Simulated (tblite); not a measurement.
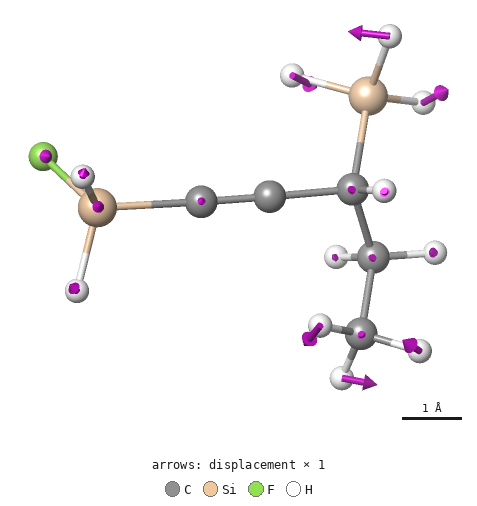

A relaxation of C₅H₁₁FSi₂. The starting structure is drawn; purple arrows show the displacements, at their true length. The two geometries are superimposed by the best rigid fit.

Style: ball-and-stick. Shown from a free direction.

Level of theory: GFN2-xTB geometry optimisation, gas phase (tblite 0.8.0). 

Question: Describe the change and its energy.

Answer: An H atom moves most after the best rigid fit: 0.84 Å. By element the largest moves are H 0.84 Å, F 0.28 Å, Si 0.21 Å, C 0.12 Å. Some distances before and after: F–Si 1.704 → 1.614 Å, C–H 1.139 → 1.089 Å, C–Si 1.878 → 1.921 Å, C–C 1.470 → 1.440 Å. Bond angles that change, for instance: C–Si–H 113.4° → 107.2°, C–Si–H 105.9° → 111.9°, H–C–H 113.7° → 108.6°. Groups turn about C–Si by about 35°, C–C by about 35°. Over 121 geometry steps the energy falls by 12.0 kcal/mol.
